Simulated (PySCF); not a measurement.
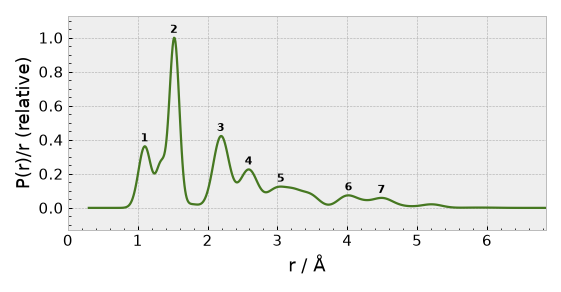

Simulated gas electron diffraction: radial distribution curve of C₆H₁₀. Each pair of atoms contributes with weight ZᵢZⱼ/r; damping constant 0.001 Å²; vibrational amplitudes assumed, not computed: 0.05 Å for bonds, 0.078 Å for bonds to H, 0.06 + 0.015 r up to 0.15 Å for other pairs. The geometry is the end point of an optimisation (PBE0-D3(BJ)/def2-SVP geometry optimisation, gas phase in PySCF 2.14.0, density-fitted response routines); it may be a saddle point or a higher isomer.

Question: Read the positions of the numbered peaks and name the main pairs (– for bonds).

Answer: Peak 1, 1.10 Å: C–H 1.10 Å (×10)
Peak 2, 1.52 Å: C–C 1.49–1.55 Å (×5), not resolved; in its flanks C–C 1.33 Å
Peak 3, 2.19 Å: C···H 2.09–2.25 Å (×17), C···C 2.14–2.19 Å (×2), not resolved
Peak 4, 2.59 Å: C···C 2.51–2.62 Å (×3), C···H 2.66–2.83 Å (×2), not resolved
Peak 5, 3.05 Å: C···H 2.90–3.24 Å (×13), C···C 3.24 Å, not resolved; in its flanks C···H 3.38–3.56 Å, C···C 3.48 Å
Peak 6, 4.02 Å: C···C 3.98 Å, C···H 4.00–4.22 Å (×6), not resolved
Peak 7, 4.49 Å: C···H 4.30–4.63 Å (×5), C···C 4.50 Å, not resolved
